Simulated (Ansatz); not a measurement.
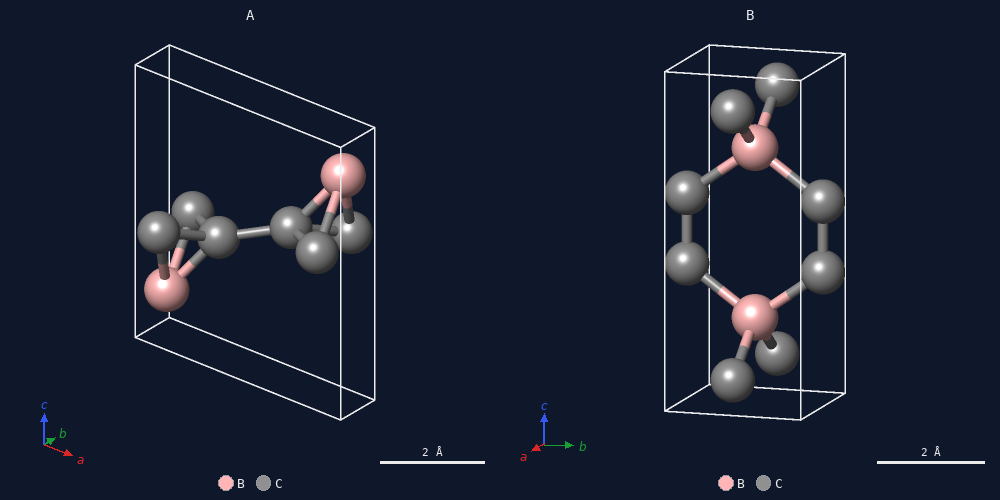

Two structures of BC₂, each relaxed to rest (conventional cells in solid outline, small ones repeated, not to one scale). Method: Ansatz 0.2.0, DFT PBE, scalar-relativistic, plane waves, PAW, without spin polarisation.

Give the type and space group of each.

A: 6 atoms a cell on a primitive monoclinic lattice, P2/m. B: 6 atoms a cell on a primitive tetragonal lattice, P4_2/mmc.

Which structure wins energetically, and by what margin?

B is lower, by 167 meV/atom at this level of theory (energies at zero smearing). Volumes: A 9.0, B 7.7 Å³/atom.

One or both may be structure types tried for this composition rather than known phases.
